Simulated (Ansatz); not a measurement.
# H6NSbSi: up Jacob's ladder to CCSD(T)

Aim: compute H6NSbSi with functionals from several rungs and with coupled cluster. The yardstick is the atomisation energy at the CCSD(T) limit.

The runs use Ansatz 0.2.0, Gaussian basis; functionals in def2-TZVPP, the program's frozen cores in correlated methods.

The runs, in order: LDA (SPW92), PBE-D4, revPBE-D4, BLYP-D4, r2SCAN-D4, B97M-V, PBE0-D4, B3LYP-D4, r2SCANh-D4, r2SCAN0-D4, HSE06-D4, BHLYP-D4, CAM-B3LYP-D4, LC-ωPBE, ωB97X-V, ωB97M-V, B2PLYP, PBE-QIDH; CCSD(T)/def2-SVP; CCSD(T)/def2-TZVPP; MP2/def2-QZVPP; extrapolation to the limit; RPA on PBE.

## (1) Structure used throughout

The geometry comes from an earlier relaxation with PBE0-D4 in a triple-zeta def2 set; it is a stationary point, not always the lowest conformer. Sb takes the def2 core potential; no spin-orbit term is included.

SMILES `N[SiH2][SbH2]`, 9 atoms, charge 0, spin multiplicity 1.

Atoms are counted from 1 here; the program's logs count them from 0.

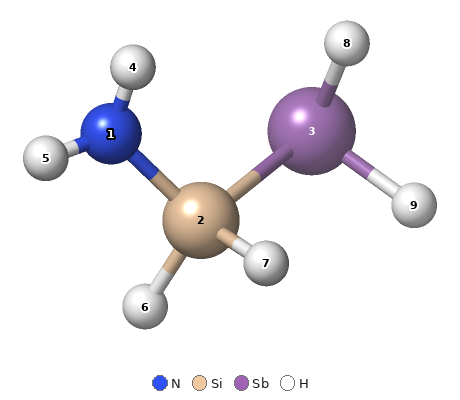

The geometry (nitrogen blue, silicon light orange, antimony purple, hydrogen white); atoms are numbered from 1 in the order of the file.

Geometry (Å):

```xyz
9
H6NSbSi
N    -0.7270    0.6623   -1.2878
Si    0.2175    0.6616    0.1524
Sb   -0.4912   -1.4109    1.5090
H    -0.6792   -0.1201   -1.9204
H    -0.8689    1.5242   -1.7902
H    -0.1329    1.9009    0.8963
H     1.6979    0.6663   -0.0452
H     0.0267   -2.4106    0.2189
H     1.0456   -1.5200    2.2501
```

## (2) LDA

This LDA is Slater exchange with PW92 correlation.

File in.yaml:

```yaml
crystal:
  periodic: [false, false, false]
  atoms:
    - {symbol: N, position_ang: [-0.727025, 0.662282, -1.287817]}
    - {symbol: Si, position_ang: [0.217518, 0.661564, 0.152379]}
    - {symbol: Sb, position_ang: [-0.491204, -1.410903, 1.508971]}
    - {symbol: H, position_ang: [-0.679219, -0.120080, -1.920446]}
    - {symbol: H, position_ang: [-0.868911, 1.524165, -1.790167]}
    - {symbol: H, position_ang: [-0.132936, 1.900911, 0.896305]}
    - {symbol: H, position_ang: [1.697944, 0.666299, -0.045213]}
    - {symbol: H, position_ang: [0.026745, -2.410574, 0.218905]}
    - {symbol: H, position_ang: [1.045588, -1.519966, 2.250082]}
basis:
  gaussian: {orbitals: def2-TZVPP}
hamiltonian: {xc: lda}
output: {orbitals: {seedname: orbitals}}
```

Run with:

```bash
$ ansatz run in.yaml --threads 2 --pin off --events-out ev --progress --plain --max-ram 4352MiB
```

The runs that follow: PBE-D4 (GGA); revPBE-D4 (GGA); BLYP-D4 (GGA); r2SCAN-D4 (meta-GGA); B97M-V (meta-GGA); B3LYP-D4 (hybrid); r2SCANh-D4 (hybrid); r2SCAN0-D4 (hybrid); HSE06-D4 (hybrid); BHLYP-D4 (hybrid); CAM-B3LYP-D4 (range-separated); LC-ωPBE (range-separated); ωB97X-V (range-separated); ωB97M-V (range-separated); B2PLYP (double hybrid); PBE-QIDH (double hybrid); CCSD(T) in def2-SVP; CCSD(T) in def2-TZVPP; MP2 in def2-QZVPP; RPA on PBE orbitals.

**Question.** What will the summary of the whole plan be? Wanted: atomisation energy, CCSD(T)/CBS; farthest beyond LDA; mean size of error, GGA; mean size of error, meta-GGA; mean size of error, hybrid; mean size of error, range-separated; mean size of error, double hybrid; gap, smallest and largest; T1 diagnostic.

**Answer**, as computed:

```
                               quantity                                                              value
        atomisation energy, CCSD(T)/CBS                                                      2557.7 kJ/mol
 functionals within 25.6 kJ/mol (1.0 %)  PBE-D4, BLYP-D4, B97M-V, B3LYP-D4, CAM-B3LYP-D4, ωB97X-V, ωB97M-V
                    farthest beyond LDA                                            PBE-QIDH (-72.4 kJ/mol)
                mean size of error, GGA                                                        20.3 kJ/mol
           mean size of error, meta-GGA                                                        21.4 kJ/mol
             mean size of error, hybrid                                                        42.6 kJ/mol
    mean size of error, range-separated                                                        26.3 kJ/mol
      mean size of error, double hybrid                                                        59.3 kJ/mol
              gap, smallest and largest                          4.61 eV (LDA (SPW92)), 10.94 eV (LC-ωPBE)
                          T1 diagnostic                                                             0.0128
triples share of the correlation energy                                                              3.2 %
```

**Reading.** The LDA atomisation energy is off by 336.9 kJ/mol (13 %): it overbinds. PBE-D4 is off by -2.0 kJ/mol. Double hybrids carry the basis error of their MP2 part in triple zeta, and no dispersion term here, so their miss is partly the set-up's. The rungs GGA, meta-GGA miss on average by less than the doubt on the reference (25.6 kJ/mol), so they tie. The reference freezes the cores and leaves out spin-orbit coupling and excitations past (T), and its outer-core shells are covered unevenly, so misses under about 25.6 kJ/mol can't be ranked. All levels share the lack of spin-orbit coupling, which lowers the free heavy atoms and so the true binding. Hartree-Fock recovers 68 % of the binding; the rest is correlation. CCSD(T) in def2-SVP is off by -254.9 kJ/mol, so the small basis spoils what the method gains. The gap grows from 4.6 to 10.9 eV across the functionals, mostly with the share of exact exchange. Correlated methods include outer-core shells of Sb, which these sets cover unevenly.
